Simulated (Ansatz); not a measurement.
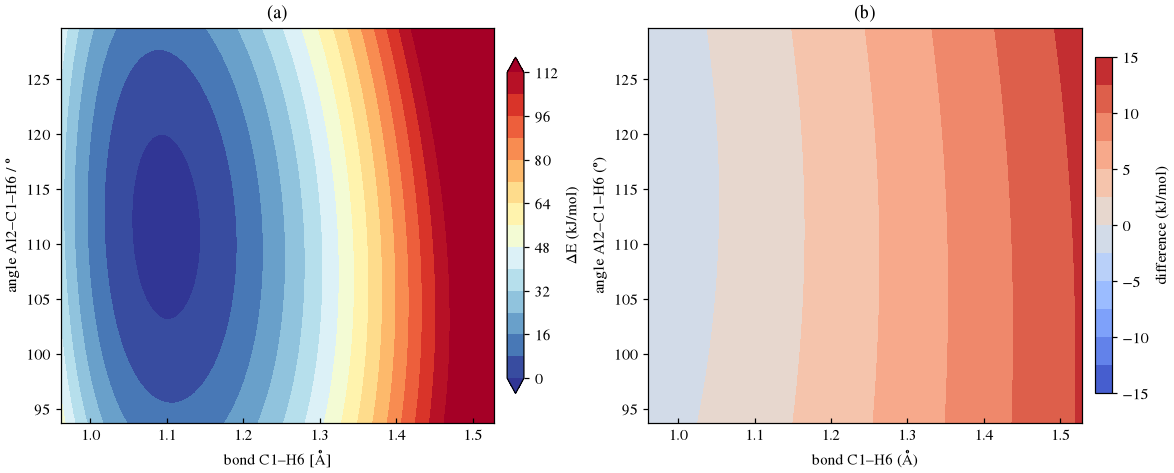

CH5AlO2, SMILES [CH3][Al]([OH])[OH]. 
- Two internal coordinates are moved rigidly from the geometry relaxed at PBE0-D4/def2-TZVP, all others fixed.
- Coordinates scanned: (1) bond C1–H6; (2) angle Al2–C1–H6.
- The scan uses a 5 × 5 grid.
- Energies: kJ/mol, counted from each map's own lowest point.
- Method: RKS PBE-D4/def2-TZVPP in Ansatz.

Panel (a): RKS PBE-D4/def2-TZVPP (Ansatz). Panel (b): the map at Ansatz, RKS PBE0-D4/def2-TZVPP less the map of (a), each from its own lowest point.

How does the change of method alter the landscape?

Answer. The difference runs from −1.7 kJ/mol at bond C1–H6 = 0.961 Å, angle Al2–C1–H6 = 111.7° to 14 kJ/mol at bond C1–H6 = 1.528 Å, angle Al2–C1–H6 = 129.7°. The interpolated minimum moves from 1.0986 to 1.0919 Å in bond C1–H6 and 111.53 to 111.69° in angle Al2–C1–H6.
